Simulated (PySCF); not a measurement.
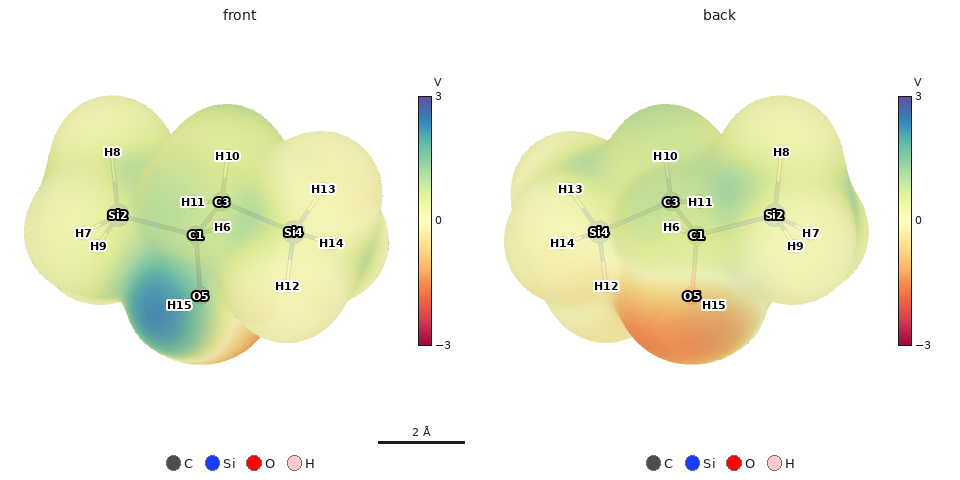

The picture shows: C₂H₁₀OSi₂. The electrostatic potential painted on the density surface at 0.002 e/bohr³, seen from the front and from behind; the colour scale runs from red (negative) to blue (positive).

Geometry: PBE0-D3(BJ)/def2-SVP.

Level of theory: PBE0/pcSseg-1, SCF density, gas phase, non-relativistic (PySCF).

```xyz
15

C    -0.4829    0.5253   -0.1477
Si   -2.2627    0.0726    0.3783
C     0.5983   -0.2629    0.5894
Si    2.3150   -0.0052   -0.1790
O    -0.3532    0.4071   -1.5579
H    -0.3313    1.5986    0.0609
H    -2.5030   -1.3444   -0.0469
H    -2.4366    0.1677    1.8615
H    -3.2579    0.9555   -0.2983
H     0.6329    0.0306    1.6523
H     0.3792   -1.3473    0.5825
H     2.4740   -0.7667   -1.4536
H     3.3536   -0.5020    0.7795
H     2.5506    1.4478   -0.4329
H    -0.4508   -0.5242   -1.7901
```

### Describe the electrostatic potential map.

The most negative region (about −1.5 V) lies over O5, the most positive (about +2.3 V) over H15. O5 is the likeliest acceptor of a hydrogen bond.

### How polar is the molecule by this calculation?

Its dipole moment is 1.44 D.
